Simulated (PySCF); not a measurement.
C2H3InO

The calculation's input:

```
import pyscf.grad
from pyscf import gto, dft

mol = gto.M(
    atom=[
    ('C', (0.463817, -0.923149, -0.740028)),
    ('C', (0.313423, 0.118360, -1.576006)),
    ('In', (-2.079594, -0.809736, 1.249484)),
    ('O', (-0.336714, -1.290148, 0.245346)),
    ('H', (1.055598, 0.308645, -2.352643)),
    ('H', (-0.543740, 0.795990, -1.505426)),
    ('H', (1.347552, -1.573947, -0.859018)),
],
    max_memory=3720,
    ecp={'In': 'def2-svp'},
    basis='def2-tzvpd',
    spin=0,
    verbose=3,
    charge=0,
)

mf = dft.RKS(mol)
mf.xc = 'pbe0'
mf = mf.density_fit(auxbasis='def2-universal-jkfit')
mf.max_cycle = 100
mf.grids.level = 3
mf.conv_tol = 1e-09
mf.kernel()
if not mf.converged:
    mf = mf.newton().run(mf.mo_coeff, mf.mo_occ)

etot = mf.e_tot
print('E = %.10f Eh' % etot)
grad = mf.Gradients().kernel()
mf.analyze()
```

Command:

```sh
OMP_NUM_THREADS=2 python job.py
```

Geometry: PBE0-D3(BJ)/def2-SVP; core potentials replace the inner electrons of In.

Method: Gaussian-basis quantum chemistry of an isolated molecule with PySCF, energy and nuclear gradient, functional PBE0 (PySCF).

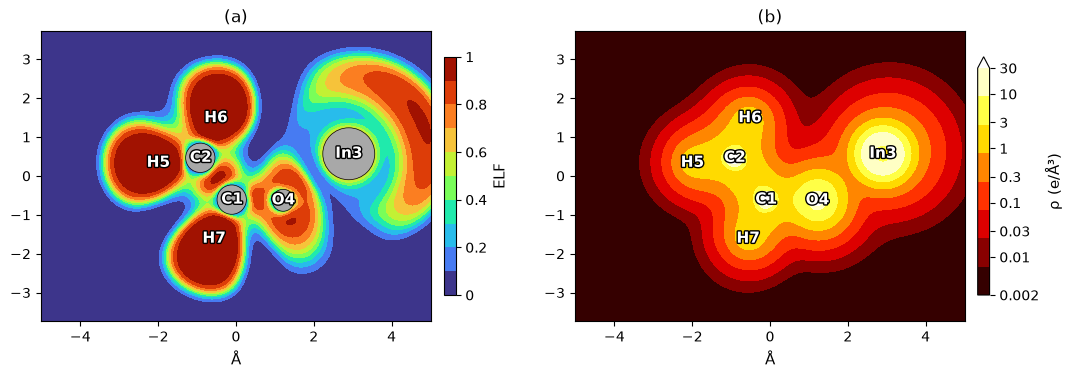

Figure 1. (a) ELF; (b) electron density on the molecular plane. Grey discs cover the atomic cores in the ELF map.

### Interpret the plot.

The section cuts through C, In, O and H sites.
C–O (1.32 Å): ρ at the midpoint is about 2.5 e/Å³; the ELF peaks at about 0.85 between the atoms: a polar covalent bond.
C–C (1.34 Å): ρ at the midpoint is about 2.3 e/Å³; the ELF peaks at about 0.95 between the atoms: a multiple bond.
In–O (2.07 Å): ρ is about 0.62 e/Å³ halfway; the ELF peaks at about 0.85 in the valence shell of O, 0.6 Å from its nucleus, and drops to about 0.10 between the two atoms.
C–H (1.09 Å): ρ is about 2 e/Å³ halfway; the ELF climbs to about 1 towards the hydrogen, as it does in any bond to H; a covalent bond by its length.
The ELF also peaks beside O4, away from the bonds: lone-pair regions.

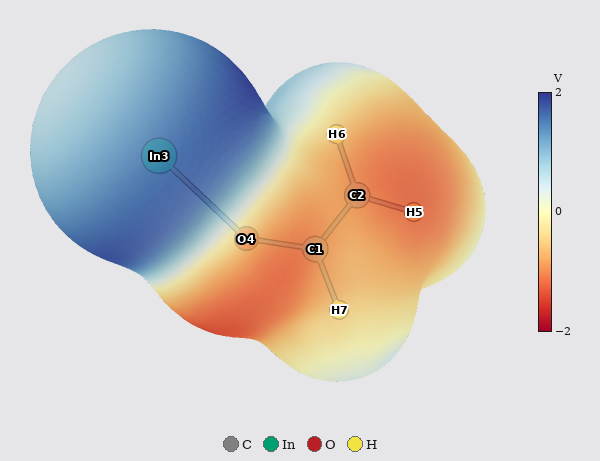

Figure 2. The electrostatic potential painted on the density surface at 0.002 e/bohr³, seen at a tilt; red is negative and blue positive.

### Where is the surface potential most negative and most positive?

The most negative region (about −1.4 V) lies over O4, the most positive (about +2.0 V) over In3. O4 is the likeliest acceptor of a hydrogen bond.

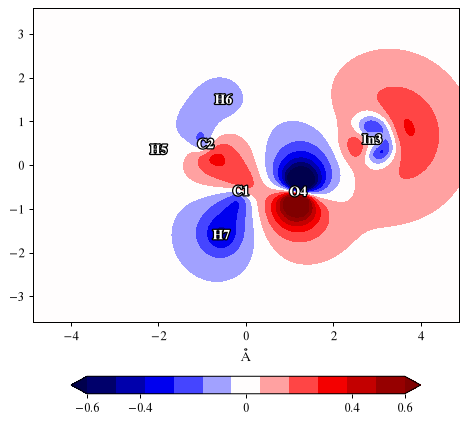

Figure 3. The HOMO−1 on the molecular plane (values in Å⁻³ᐟ²; the overall sign is arbitrary).

### Where does this orbital lie, and at what energy?

By Hirshfeld shares it lies mainly on In3 (about 40 %), O4 (about 40 %), C1 (about 10 %) and H7 (about 5 %); it is symmetric in the molecular plane (an in-plane orbital: σ, lone-pair or in-plane π type). Its energy is −7.14 eV.

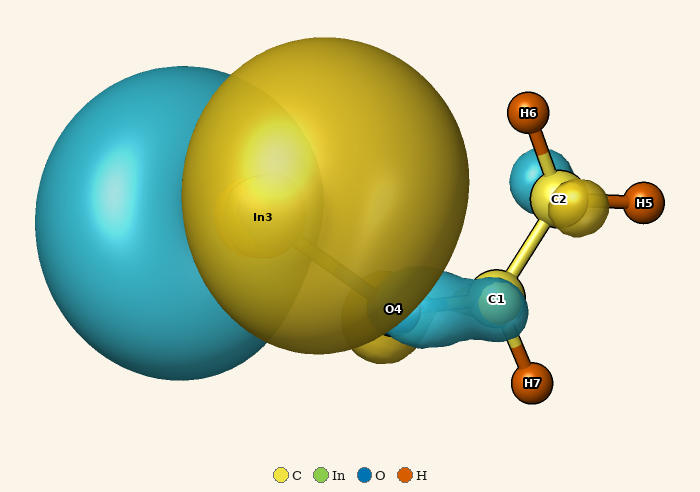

Figure 4. The LUMO at ±0.08 Å⁻³ᐟ² (yellow and cyan are the two phases), seen at a tilt.

### What is the character of this orbital?

By Hirshfeld shares it lies mainly on In3 (about 90 %). Its energy is −1.72 eV.
